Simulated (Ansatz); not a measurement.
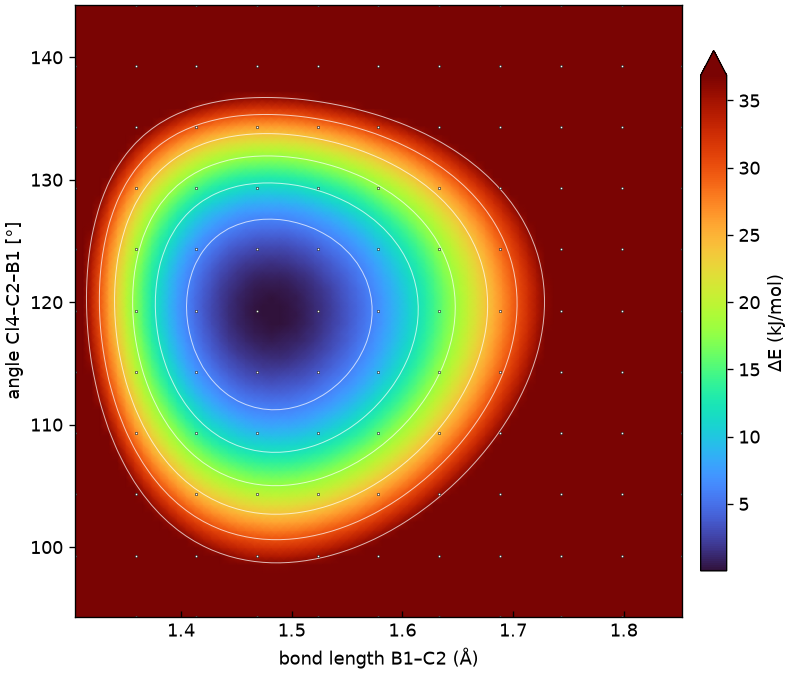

CBCl2, SMILES [B]=C(Cl)Cl, spin multiplicity 2. The first coordinate is: bond length B1–C2; the second: angle Cl4–C2–B1. Nothing is relaxed (all other coordinates rigid). The scan uses an 11 × 11 grid. Energies are in kJ/mol, from the relaxed molecule at the same level. Level of theory: UKS PBE-D4/def2-TZVP in Ansatz.

In the figure: a smooth colour map with a few white contour lines, dots at the grid points, one colour for all values above the top of the scale. Between grid points the surface is interpolated.

Estimate the position of the minimum and the force constants in these coordinates.

The interpolated minimum is at bond length B1–C2 ≈ 1.482 Å, angle Cl4–C2–B1 ≈ 119.3°. The curvatures there are about 18 eV/Å² and 6.7 eV/rad², with a cross term of about 0.3 eV/(Å·rad). Round the minimum the two coordinates are nearly uncoupled. (1 eV is 96.5 kJ/mol.)
